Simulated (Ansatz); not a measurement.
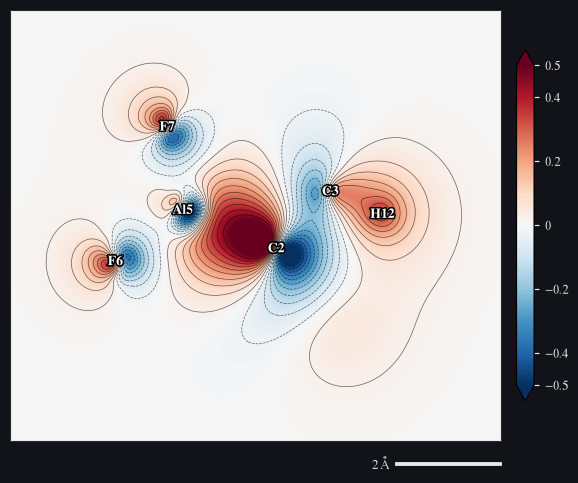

Figure 1: C₄H₉AlF₂. The HOMO on the plane of atoms C2, C3 and H12 (values in Å⁻³ᐟ²; the overall sign is arbitrary).

Geometry: PBE0-D4/def2-TZVP.

Computed with RKS PBE0-D4/def2-TZVPP (Ansatz 0.2.0).

| atom | x (Å) | y (Å) | z (Å) |
| --- | --- | --- | --- |
| C | 0.3585 | 0.6849 | 1.3147 |
| C | 0.0129 | -0.0176 | -0.0023 |
| C | 1.0690 | -1.0764 | -0.3117 |
| C | -1.3592 | -0.6833 | 0.1397 |
| Al | -0.0784 | 1.3263 | -1.4263 |
| F | -1.1653 | 2.5605 | -1.3455 |
| F | 0.9012 | 1.3040 | -2.7488 |
| H | 0.3652 | -0.0467 | 2.1342 |
| H | -0.3698 | 1.4580 | 1.5758 |
| H | 1.3494 | 1.1490 | 1.2919 |
| H | 0.8547 | -1.6166 | -1.2377 |
| H | 1.1050 | -1.8162 | 0.4994 |
| H | 2.0699 | -0.6471 | -0.4077 |
| H | -1.6477 | -1.2387 | -0.7581 |
| H | -1.3378 | -1.4028 | 0.9696 |
| H | -2.1503 | 0.0399 | 0.3568 |

Question: Describe this orbital and give its energy.

Answer: Its weight (Hirshfeld) is mainly on C2 (about 35 %), Al5 (about 20 %), C1 (about 10 %), C4 (about 10 %) and C3 (about 5 %). Its energy is −7.76 eV.
